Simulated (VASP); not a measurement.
Band structure of Te (trig). Calculation: PBE GGA, VASP's PBE PAW potentials (set 64) (plane waves; VASP 6.6.1).

Unless said otherwise, spin-orbit coupling is left out, though it shifts the bands of the heavy elements here.

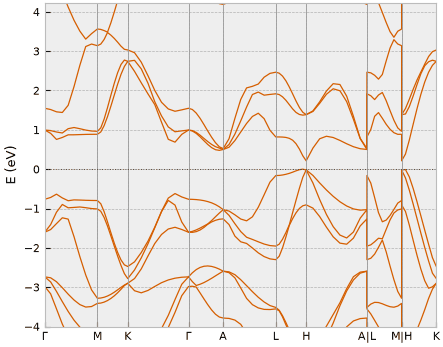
Bands along high-symmetry lines, zero at the valence-band maximum or, without a gap, the Fermi level

Question: Read the plot: is there a gap, and where are the band edges?

Answer: The gap is indirect, 0.21 eV, from the valence maximum at L-H at 0.89 to the conduction minimum at H. (Edges off the drawn lines would not show.)

The compound is Te in the trig structure. It was relaxed first.
